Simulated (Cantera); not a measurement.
Feed: 1 mol Si₃N₄, 0.018 mol CO₂, a varied amount of H₂, held at 1700 K and 133 Pa.

These are equilibrium values from Cantera (NASA tables, ideal gas, pure condensed phases), not measurements of a reactor. Candidate condensed phases: C, C₆H₆, C₇H₈, C₈H₁₈, H₂O, Si, SiC, SiO₂, Si₂N₂O, Si₃N₄; 151 gas species. Mutual solubility and eutectic melting of coexisting phases are not modelled. Gases not in the tables: Si₂H₆ and higher silanes. Equilibrium is a limit: real reactors are often held back by kinetics, nucleation or transport.

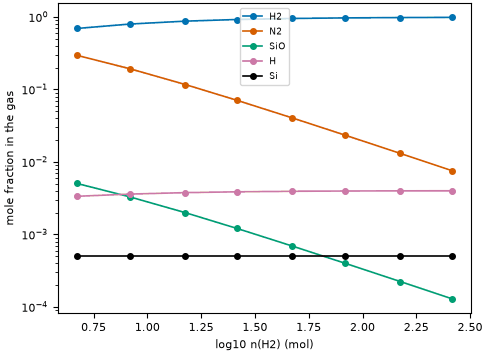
Equilibrium gas composition (values under 1e-9 drawn at 1e-9)

Task: Read off the mole fractions at 150 mol H₂.

Result: H₂ about 0.98, N₂ about 0.013, H about 0.0040, Si about 0.00051, SiO about 0.00022.
